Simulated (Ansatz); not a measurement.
**GaSb wire along [110], 36 atoms a period, H-terminated: bands by functional**

Aim: is the GaSb wire along [110], 36 atoms a period, H-terminated a metal or a semiconductor?

Main program and level: Ansatz 0.2.0; DFT PBE, plane waves, PAW; relaxation of a wire's period; PAW set soft_1, in the first sound run; inputs show where later runs differ.

### 1. Starting point

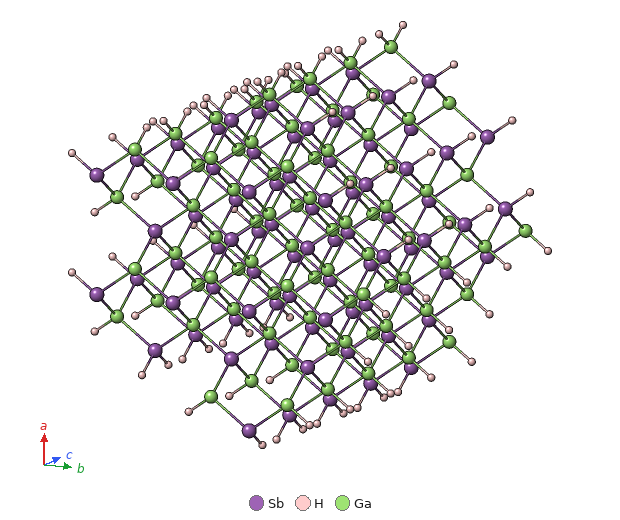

Start, viewed at a slant to the c axis; antimony purple, hydrogen pink, gallium green. 1×1×4 cells are drawn. Some periodic images of atoms are drawn too.

The cell holds 56 atoms: 18 Sb, 20 H and 18 Ga. Its edges and angles: a = 25.800 Å, b = 25.027 Å, c = 4.391 Å, α = 90.0°, β = 90.0°, γ = 90.0°. Vacuum lies along a and b. The structure's axis is c.

### 2. Relaxation of atoms and period

Band widths follow the bond lengths, so the wire is relaxed first. The atoms and the third cell vector are free; the box across stays fixed as vacuum. A Fermi-Dirac smearing is set since the result may be a metal. The pressure printed is a third of the stress's trace over the whole box, vacuum included; only the stress along the axis is relaxed.

File input.yaml:

```yaml
crystal:
  lattice:
    - [25.8, 0.0, 0.0]
    - [0.0, 25.027, 0.0]
    - [0.0, 0.0, 4.3911331112]
  atoms:
    - { symbol: Sb, position: [0.170944301, 0.543858043, 0.0] }
    - { symbol: H, position: [0.19576161, 0.683132872, 0.0] }
    - { symbol: Ga, position: [0.23111872, 0.631585959, 0.0] }
    - { symbol: Ga, position: [0.23111872, 0.456130127, 0.0] }
    - { symbol: Sb, position: [0.411641976, 0.543858043, 0.0] }
    - { symbol: Sb, position: [0.411641976, 0.719313875, 0.0] }
    - { symbol: H, position: [0.436459285, 0.858588704, 0.0] }
    - { symbol: Ga, position: [0.471816394, 0.631585959, 0.0] }
    - { symbol: Ga, position: [0.471816394, 0.456130127, 0.0] }
    - { symbol: Ga, position: [0.471816394, 0.807041791, 0.0] }
    - { symbol: Sb, position: [0.65233965, 0.543858043, 0.0] }
    - { symbol: Sb, position: [0.65233965, 0.719313875, 0.0] }
    - { symbol: H, position: [0.691501006, 0.776406975, 0.0] }
    - { symbol: Ga, position: [0.712514069, 0.631585959, 0.0] }
    - { symbol: Ga, position: [0.712514069, 0.456130127, 0.0] }
    - { symbol: H, position: [0.252131783, 0.280674295, 0.174601298] }
    - { symbol: H, position: [0.868220015, 0.543858043, 0.206211457] }
    - { symbol: H, position: [0.747871178, 0.280674295, 0.293788543] }
    - { symbol: H, position: [0.131782946, 0.543858043, 0.325398702] }
    - { symbol: Sb, position: [0.291293138, 0.280674295, 0.5] }
    - { symbol: Sb, position: [0.291293138, 0.631585959, 0.5] }
    - { symbol: Sb, position: [0.291293138, 0.456130127, 0.5] }
    - { symbol: H, position: [0.316110448, 0.141399465, 0.5] }
    - { symbol: H, position: [0.316110448, 0.770860788, 0.5] }
    - { symbol: Ga, position: [0.351467557, 0.192946379, 0.5] }
    - { symbol: Ga, position: [0.351467557, 0.368402211, 0.5] }
    - { symbol: Ga, position: [0.351467557, 0.543858043, 0.5] }
    - { symbol: Ga, position: [0.351467557, 0.719313875, 0.5] }
    - { symbol: Sb, position: [0.531990813, 0.280674295, 0.5] }
    - { symbol: Sb, position: [0.531990813, 0.631585959, 0.5] }
    - { symbol: Sb, position: [0.531990813, 0.456130127, 0.5] }
    - { symbol: Sb, position: [0.531990813, 0.807041791, 0.5] }
    - { symbol: H, position: [0.556808122, 0.141399465, 0.5] }
    - { symbol: H, position: [0.571152168, 0.864134891, 0.5] }
    - { symbol: Ga, position: [0.592165231, 0.192946379, 0.5] }
    - { symbol: Ga, position: [0.592165231, 0.368402211, 0.5] }
    - { symbol: Ga, position: [0.592165231, 0.543858043, 0.5] }
    - { symbol: Ga, position: [0.592165231, 0.719313875, 0.5] }
    - { symbol: Sb, position: [0.772688487, 0.631585959, 0.5] }
    - { symbol: Sb, position: [0.772688487, 0.456130127, 0.5] }
    - { symbol: H, position: [0.811849843, 0.688679059, 0.5] }
    - { symbol: H, position: [0.811849843, 0.399037027, 0.5] }
    - { symbol: Ga, position: [0.832862906, 0.543858043, 0.5] }
    - { symbol: H, position: [0.131782946, 0.543858043, 0.674601298] }
    - { symbol: H, position: [0.747871178, 0.280674295, 0.706211457] }
    - { symbol: H, position: [0.868220015, 0.543858043, 0.793788543] }
    - { symbol: H, position: [0.252131783, 0.280674295, 0.825398702] }
    - { symbol: H, position: [0.19576161, 0.404583214, 0.0] }
    - { symbol: Sb, position: [0.411641976, 0.192946379, 0.0] }
    - { symbol: Sb, position: [0.411641976, 0.368402211, 0.0] }
    - { symbol: H, position: [0.450803331, 0.135853278, 0.0] }
    - { symbol: Ga, position: [0.471816394, 0.280674295, 0.0] }
    - { symbol: Sb, position: [0.65233965, 0.192946379, 0.0] }
    - { symbol: Sb, position: [0.65233965, 0.368402211, 0.0] }
    - { symbol: H, position: [0.691501006, 0.135853278, 0.0] }
    - { symbol: Ga, position: [0.712514069, 0.280674295, 0.0] }
kpoints:
  mp_grid: { grid: [1, 1, 19] }
scf:
  occupations: { method: fermi_dirac, width: 0.05 }
hamiltonian:
  xc: pbe
  pseudopotentials: { kind: paw, azcp: { folder: soft_1 } }
relax:
  cell: { fix: [a, b, alpha, beta, gamma] }
  max_steps: 45
  f_tol: 0.03
```

Run with:

```
ansatz run input.yaml --threads 4 --pin off --max-ram 16384MiB --backend cpu --events-out ev --progress --plain --runs-dir out
```

Numbers of over 12 decimals in the logs are rounded to 6 here.

Output:

```text
Engine: ansatz 0.2.0, aarch64-unknown-linux-gnu
Pseudopotentials: kind: paw
Pseudopotential: Sb, paw, valence charge 15, recommended cutoff 420 eV (normal), soft_1/Sb.paw.azcp
Pseudopotential: H, paw, valence charge 1, recommended cutoff 420 eV (normal), soft_1/H.paw.azcp
Pseudopotential: Ga, paw, valence charge 13, recommended cutoff 420 eV (normal), soft_1/Ga.paw.azcp
Functional definition: PBE
  parameter kappa = 0.804
  parameter beta = 0.066725
  exchange = pbe_x(kappa = kappa, mu = beta*pi^2/3)
  correlation = pbe_c(beta = beta)
Crystal: 56 atoms, lattice volume = 2835.340 Å³
Basis set: ecut = 420 eV, 55539 PW (Γ), exchange–correlation on 360×360×60 points (8 copies of the dense FFT grid, shifted against one another)
Bands: 318, of which v1, the nominal top of the filled ones, is band 262 counted from 1 (261 counted from 0)
Symmetry: 2 space group operations
Space group: Pm (ITA 6), of the structure as read, at distance tolerance 1.4e-4 Å
k-points: 10 of 19
Non-local potential: Sb, projectors of the file, l = 0: 2, l = 1: 2, l = 2: 2, l = 3: 1
Non-local potential: H, projectors of the file, l = 0: 2, l = 1: 1
Non-local potential: Ga, projectors of the file, l = 0: 2, l = 1: 2, l = 2: 3, l = 3: 1
PAW form: soft (Blöchl's): semilocal exchange-correlation on the pseudo side does not see the compensation charge
PAW one-centre angular grid: Sb, 590 points (default); XC on 64 Gauss nodes
PAW one-centre angular grid: H, 110 points (default); XC on 64 Gauss nodes
PAW one-centre angular grid: Ga, 590 points (default); XC on 64 Gauss nodes
Initial density: superposition of atomic densities (neutral atoms: chi_scale 0, normalization atom)
Initial wavefunctions: pseudopotential atomic-orbital guess
Functional: x = pbe(κ = 0.804, μ = 0.219515), c = pbe(β = 0.066725)
SCF iter   1: F=—  HF=-185136.855282 eV  |F-HF|=—  |Δ(HF+E_count)|=         —  Δρ=2.89e-2  dr2=2.56e1  ethr=3.10e-3  ⟨swp⟩=6.1  Hψ=12615  notcnv=0  defer=191
preconditioner: auto → Resta (q_TF=auto, 2.059 Å⁻¹)  ε∞=2.0  [insulator: Δε(μ)=0.727 eV  Ē_g=13.034 eV  σ=0.050 eV  W_gap=1.00  n_scr=438 (ndim 8)  ℏωp=12.9 eV  f_vac=0.524  D(μ)=0.00/eV (n_scr^D=0)  ε∞_Penn≈2.0  vacuum switching on, ρ_ref=1.2e-2 e/Å³]
SCF iter   2: F=—  HF=-185131.446602 eV  |F-HF|=—  |Δ(HF+E_count)|=    5.41e0  Δρ=1.29e-2  dr2=7.76e0  ethr=3.10e-3  ⟨swp⟩=3.0  Hψ=4433  notcnv=0  defer=453
preconditioner: auto → LDOS  [insulator: Δε(μ)=0.133 eV  Ē_g=13.204 eV  σ=0.050 eV  W_gap=0.58  n_scr=438 (ndim 8)  ℏωp=12.9 eV  f_vac=0.534  D(μ)=1.81/eV (n_scr^D=4)  ε∞_Penn≈2.0  β→1.0]
SCF iter   3: F=—  HF=-185132.750859 eV  |F-HF|=—  |Δ(HF+E_count)|=    1.30e0  Δρ=6.49e-3  dr2=1.78e1  ethr=1.48e-3  ⟨swp⟩=3.5  Hψ=7032  notcnv=0  defer=412
SCF iter   4: F=—  HF=-185130.355850 eV  |F-HF|=—  |Δ(HF+E_count)|=    2.40e0  Δρ=2.05e-3  dr2=6.51e-1  ethr=1.48e-3  ⟨swp⟩=3.9  Hψ=8295  notcnv=0  defer=423
SCF iter   5: F=—  HF=-185130.277634 eV  |F-HF|=—  |Δ(HF+E_count)|=   7.82e-2  Δρ=1.23e-3  dr2=1.74e-1  ethr=1.24e-4  ⟨swp⟩=3.6  Hψ=6452  notcnv=0  defer=402
SCF iter   6: F=—  HF=-185130.257981 eV  |F-HF|=—  |Δ(HF+E_count)|=   1.97e-2  Δρ=5.57e-4  dr2=2.37e-2  ethr=3.32e-5  ⟨swp⟩=3.4  Hψ=3511  notcnv=0  defer=402
SCF iter   7: F=—  HF=-185130.256359 eV  |F-HF|=—  |Δ(HF+E_count)|=   1.62e-3  Δρ=2.16e-4  dr2=6.01e-3  ethr=4.52e-6  ⟨swp⟩=2.0  Hψ=3423  notcnv=0  defer=402
SCF iter   8: F=—  HF=-185130.255868 eV  |F-HF|=—  |Δ(HF+E_count)|=   4.92e-4  Δρ=9.76e-5  dr2=7.30e-4  ethr=1.15e-6  ⟨swp⟩=2.0  Hψ=3342  notcnv=0  defer=402
SCF iter   9: F=—  HF=-185130.255835 eV  |F-HF|=—  |Δ(HF+E_count)|=   3.33e-5  Δρ=4.64e-5  dr2=9.82e-5  ethr=1.39e-7  ⟨swp⟩=2.1  Hψ=4332  notcnv=0  defer=400
SCF iter  10: F=—  HF=-185130.255555 eV  |F-HF|=—  |Δ(HF+E_count)|=   2.80e-4  Δρ=2.22e-5  dr2=2.46e-5  ethr=1.87e-8  ⟨swp⟩=2.0  Hψ=4326  notcnv=0  defer=400
SCF iter  11: F=—  HF=-185130.255565 eV  |F-HF|=—  |Δ(HF+E_count)|=   1.01e-5  Δρ=1.02e-5  dr2=3.79e-6  ethr=4.70e-9  ⟨swp⟩=2.0  Hψ=3604  notcnv=0  defer=400
SCF iter  12: F=—  HF=-185130.255569 eV  |F-HF|=—  |Δ(HF+E_count)|=   3.82e-6  Δρ=5.42e-6  dr2=1.49e-6  ethr=7.23e-10  ⟨swp⟩=2.0  Hψ=3604  notcnv=0  defer=400
SCF iter  13: F=—  HF=-185130.255570 eV  |F-HF|=—  |Δ(HF+E_count)|=   1.35e-6  Δρ=2.34e-6  dr2=2.32e-7  ethr=2.85e-10  ⟨swp⟩=2.0  Hψ=3638  notcnv=0  defer=400
SCF iter  14: F=-185130.255571 eV  HF=-185130.255571 eV  |F-HF|=1.74e-7  |Δ(HF+E_count)|=   3.41e-7  Δρ=1.16e-6  dr2=4.19e-8  ethr=1.91e-11  ⟨swp⟩=4.0  Hψ=9899  notcnv=0
SCF 1 converged in 14 iterations: F = -185130.255571 eV  dr2 = 4.19e-8
  greatest PAW one-centre occupation: 0.995 electrons in one spin orbital (limit 2), on the Sb atom at site 19 (counted from 0), in its partial waves of l = 2
relax step   1: F+E_penalty+E_count = -185130.25557077 eV  Δ(F+E_penalty+E_count) = +0.000e0 eV  max|allowed force component| = 1.178e0 eV/Å  Δτ_max = 0.0000 Å  P = -0.143 GPa  Ω = 2835.340 Å³  fix = [a, b, alpha, beta, gamma]  reactions: a -0.277, b -0.308 GPa; gamma -0.008 GPa/rad  (14 SCF iters, dr2 threshold 1.00e-7 eV, accepted)
Crystal: 56 atoms, lattice volume = 2855.980 Å³
Basis set: ecut = 420 eV, 55991 PW (Γ), exchange–correlation on 360×360×60 points (8 copies of the dense FFT grid, shifted against one another)
Initial density: handed on by an earlier stage of this run
Initial wavefunctions: those handed on with the density
iter 1 solved again at ethr=2.17e-4 eV; its pass at ethr=3.10e-3 eV (dr2=1.14e0 eV) is discarded
SCF iter   1: F=—  HF=-185131.471075 eV  |F-HF|=—  |Δ(HF+E_count)|=         —  Δρ=7.59e-3  dr2=1.14e0  ethr=2.17e-4  ⟨swp⟩=6.6  Hψ=16000  notcnv=0  defer=4
preconditioner: auto → Resta (q_TF=auto, 2.057 Å⁻¹)  ε∞=2.0  [insulator: Δε(μ)=0.541 eV  Ē_g=13.113 eV  σ=0.050 eV  W_gap=0.99  n_scr=446 (ndim 8)  ℏωp=12.9 eV  f_vac=0.556  D(μ)=0.02/eV (n_scr^D=0)  ε∞_Penn≈2.0  vacuum switching on, ρ_ref=1.2e-2 e/Å³]
SCF iter   2: F=—  HF=-185131.281313 eV  |F-HF|=—  |Δ(HF+E_count)|=   1.90e-1  Δρ=3.87e-3  dr2=3.18e-1  ethr=2.17e-4  ⟨swp⟩=6.0  Hψ=5168  notcnv=0  defer=120
SCF iter   3: F=—  HF=-185131.277270 eV  |F-HF|=—  |Δ(HF+E_count)|=   4.04e-3  Δρ=1.68e-3  dr2=2.54e-1  ethr=6.07e-5  ⟨swp⟩=3.4  Hψ=4290  notcnv=0  defer=415
SCF iter   4: F=—  HF=-185131.251309 eV  |F-HF|=—  |Δ(HF+E_count)|=   2.60e-2  Δρ=4.59e-4  dr2=3.13e-2  ethr=4.85e-5  ⟨swp⟩=3.0  Hψ=3515  notcnv=0  defer=422
SCF iter   5: F=—  HF=-185131.248554 eV  |F-HF|=—  |Δ(HF+E_count)|=   2.75e-3  Δρ=1.90e-4  dr2=4.40e-3  ethr=5.97e-6  ⟨swp⟩=2.0  Hψ=3235  notcnv=0  defer=422
[...]
Free energy (F): -185131.477192 eV
Harris-Foulkes:  -185131.477192 eV  (|F-HF|=1.38e-7)
Internal energy: -185131.477176 eV  (E = F + TS)
E sigma→0 (E₀):  -185131.477184 eV
Entropy (-TS):   -0.000016 eV (-0.000 meV/atom)
Fermi energy:    0.243890 eV
--- Per-component energies (eV) ---
  E_band       = -8610.700616
  E_kinetic    = 5188.660525
  E_local      = -381342.301973  (includes V_loc(G=0)·N_el)
  E_nonlocal   = 5364.587055
  E_hartree    = 189407.517177
  E_xc         = -3064.510432
  E_vxc        = -2828.767529  (∫ρ·V_xc dr)
  E_paw        = -117668.379275  (= ΣΔE_a)
  E_vpaw       = -13807.891798  (= ΣTr[D̂ρ^β])
  E_aug_tail   = -0.019575  (compensation charges beyond the density's cutoff)
  E_ewald      = 116982.969322
  E_smearing   = -0.000016  (= −TS)
  E_closure    = 0.000000  (closes the sum)
  Σ components = -185131.477192   (vs F -185131.477192, Δ=0.00e0)
--- Forces (eV/Å), atoms counted from 1 ---
  atom   1  Sb    -0.01181910     0.00666878     0.00000000
  atom   2  H     -0.00163484     0.00397447     0.00000000
  atom   3  Ga     0.00308473    -0.00437529     0.00000000
  atom   4  Ga     0.00463029     0.00186643     0.00000000
  atom   5  Sb     0.00131436    -0.00070153     0.00000000
  atom   6  Sb    -0.00046988     0.00510890     0.00000000
  atom   7  H     -0.00288810     0.00148713     0.00000000
  atom   8  Ga    -0.00662179    -0.00652644     0.00000000
  atom   9  Ga     0.00109960     0.00147761     0.00000000
  atom  10  Ga     0.00505647    -0.00031026     0.00000000
  atom  11  Sb     0.00100836     0.00370205     0.00000000
  atom  12  Sb     0.00320550     0.00081848     0.00000000
  atom  13  H     -0.00174068    -0.00128015     0.00000000
  atom  14  Ga     0.00050534    -0.00157280     0.00000000
  atom  15  Ga    -0.00196497     0.00016128     0.00000000
  atom  16  H      0.00052935    -0.00032668    -0.00034503
  atom  17  H      0.00019967    -0.00071103    -0.00214286
  atom  18  H      0.00019907    -0.00022901     0.00093579
  atom  19  H      0.00442277    -0.00135941     0.00261751
  atom  20  Sb    -0.00025302    -0.00535849     0.00000000
  atom  21  Sb     0.00388038    -0.00999464     0.00000000
  atom  22  Sb    -0.00045868     0.00018866     0.00000000
  atom  23  H     -0.00010968     0.00000151     0.00000000
  atom  24  H     -0.00513086     0.00144100     0.00000000
  atom  25  Ga     0.00102371     0.00101169     0.00000000
  atom  26  Ga    -0.00309675    -0.00071049     0.00000000
  atom  27  Ga    -0.00238170     0.00682933     0.00000000
  atom  28  Ga     0.00588086     0.00293041     0.00000000
  atom  29  Sb     0.00111656     0.00162299     0.00000000
  atom  30  Sb     0.00242485     0.00747828     0.00000000
  atom  31  Sb     0.00291730     0.00057681     0.00000000
  atom  32  Sb    -0.00089606     0.00515452     0.00000000
  atom  33  H     -0.00139262    -0.00032559     0.00000000
  atom  34  H      0.00169250    -0.00292165     0.00000000
  atom  35  Ga    -0.00004328    -0.00031628     0.00000000
  atom  36  Ga     0.00139927    -0.00147216     0.00000000
  atom  37  Ga    -0.00298003    -0.00481033     0.00000000
  atom  38  Ga    -0.00303313    -0.00939330     0.00000000
  atom  39  Sb     0.00113799    -0.00371637     0.00000000
  atom  40  Sb    -0.00137879     0.00615620     0.00000000
[...]
atom  45  H      0.00019907    -0.00022901    -0.00093579
  atom  46  H      0.00019967    -0.00071103     0.00214286
  atom  47  H      0.00052935    -0.00032668     0.00034503
  atom  48  H     -0.00215453    -0.00453938     0.00000000
  atom  49  Sb    -0.00083578     0.00128128     0.00000000
  atom  50  Sb    -0.00019550    -0.00109941     0.00000000
  atom  51  H      0.00111896     0.00074508     0.00000000
  atom  52  Ga     0.00064096     0.00441563     0.00000000
  atom  53  Sb    -0.00121399    -0.00333681     0.00000000
  atom  54  Sb    -0.00033417     0.00200959     0.00000000
  atom  55  H     -0.00027584    -0.00024205     0.00000000
  atom  56  Ga     0.00208821     0.00149024     0.00000000
  max |Σ_I F_I| component: 1.23e-6 eV/Å
--- Stress (GPa, compression-positive) ---
       -0.003461      -0.000753       0.000000
       -0.000753      -0.000765       0.000000
        0.000000       0.000000       0.000643
  P = ⅓ Tr σ = -0.0012 GPa (-0.012 kbar)
--- Relaxed structure (6 steps of the walk, 6 accepted, 1 SCFs on fresh bases) ---
  F+E_penalty+E_count = -185131.47719166 eV   max|allowed force component| = 1.182e-2 eV/Å   (the final SCF, on the basis selected at the relaxed cell)
  cell:  # Å, volume = 2864.8927 Å³
    - [25.8, 0, 0.0]
    - [0, 25.027, 0.0]
    - [0.0, 0.0, 4.436902]
  atoms:
    - { symbol: Sb, position: [0.182258, 0.544369, 0] }
    - { symbol: H, position: [0.191986, 0.685442, 0] }
    - { symbol: Ga, position: [0.233489, 0.639715, 0] }
    - { symbol: Ga, position: [0.232872, 0.450050, 0] }
    - { symbol: Sb, position: [0.410925, 0.545410, 0] }
    - { symbol: Sb, position: [0.409953, 0.720941, 0] }
    - { symbol: H, position: [0.436445, 0.863251, 0] }
    - { symbol: Ga, position: [0.470004, 0.634272, 0] }
    - { symbol: Ga, position: [0.473255, 0.459131, 0] }
    - { symbol: Ga, position: [0.467639, 0.809494, 0] }
    - { symbol: Sb, position: [0.650844, 0.542451, 0] }
    - { symbol: Sb, position: [0.648141, 0.712864, 0] }
    - { symbol: H, position: [0.685822, 0.769525, 0] }
    - { symbol: Ga, position: [0.712674, 0.628325, 0] }
    - { symbol: Ga, position: [0.710135, 0.453503, 0] }
    - { symbol: H, position: [0.257522, 0.280601, 0.215633] }
    - { symbol: H, position: [0.868956, 0.542613, 0.187777] }
    - { symbol: H, position: [0.747678, 0.280276, 0.310743] }
    - { symbol: H, position: [0.137338, 0.542641, 0.284108] }
    - { symbol: Sb, position: [0.302324, 0.280804, 0.500000] }
    - { symbol: Sb, position: [0.292101, 0.634910, 0.500000] }
    - { symbol: Sb, position: [0.291445, 0.458413, 0.500000] }
    - { symbol: H, position: [0.313721, 0.137433, 0.500000] }
    - { symbol: H, position: [0.315168, 0.774954, 0.500000] }
    - { symbol: Ga, position: [0.352753, 0.185294, 0.500000] }
    - { symbol: Ga, position: [0.355565, 0.375171, 0.500000] }
    - { symbol: Ga, position: [0.351238, 0.547022, 0.500000] }
    - { symbol: Ga, position: [0.350713, 0.724005, 0.500000] }
    - { symbol: Sb, position: [0.534342, 0.280104, 0.500000] }
    - { symbol: Sb, position: [0.529874, 0.630674, 0.500000] }
    - { symbol: Sb, position: [0.532472, 0.455722, 0.500000] }
    - { symbol: Sb, position: [0.526626, 0.802795, 0.500000] }
    - { symbol: H, position: [0.553500, 0.139455, 0.500000] }
    - { symbol: H, position: [0.567946, 0.856649, 0.500000] }
    - { symbol: Ga, position: [0.591127, 0.188861, 0.500000] }
    - { symbol: Ga, position: [0.594442, 0.368557, 0.500000] }
    - { symbol: Ga, position: [0.591425, 0.543995, 0.500000] }
    - { symbol: Ga, position: [0.589045, 0.718233, 0.500000] }
    - { symbol: Sb, position: [0.771256, 0.623191, 0.500000] }
    - { symbol: Sb, position: [0.769040, 0.462577, 0.500000] }
    - { symbol: H, position: [0.803619, 0.683213, 0.500000] }
    - { symbol: H, position: [0.802881, 0.403535, 0.500000] }
    - { symbol: Ga, position: [0.841829, 0.541275, 0.500000] }
    - { symbol: H, position: [0.137338, 0.542641, 0.715892] }
    - { symbol: H, position: [0.747678, 0.280276, 0.689257] }
    - { symbol: H, position: [0.868956, 0.542613, 0.812223] }
    - { symbol: H, position: [0.257522, 0.280601, 0.784367] }
    - { symbol: H, position: [0.195427, 0.400645, 0] }
    - { symbol: Sb, position: [0.410460, 0.198052, 0] }
    - { symbol: Sb, position: [0.414198, 0.369901, 0] }
    - { symbol: H, position: [0.448648, 0.142056, 0] }
    - { symbol: Ga, position: [0.476057, 0.283113, 0] }
    - { symbol: Sb, position: [0.648782, 0.200001, 0] }
    - { symbol: Sb, position: [0.653345, 0.364561, 0] }
    - { symbol: H, position: [0.683411, 0.141266, 0] }
    - { symbol: Ga, position: [0.720001, 0.279493, 0] }
[key lines of the parts left out:]
SCF converged after 8 iterations
```

The job ended after 49 min (4 threads of Arm Neoverse V1, shared host; peak memory 11 GiB).

(Part 1 of 2 ends here.)

[Logs are printed without paths, hosts, clocks, repeated set-up lines and the standing remarks that a program may print on its own settings, such as how far it seeks lower states.]

[Hosts, paths, dates, database ids (printed as entryN), source tags and the programs' standing remarks are cut or masked in the printed files.]
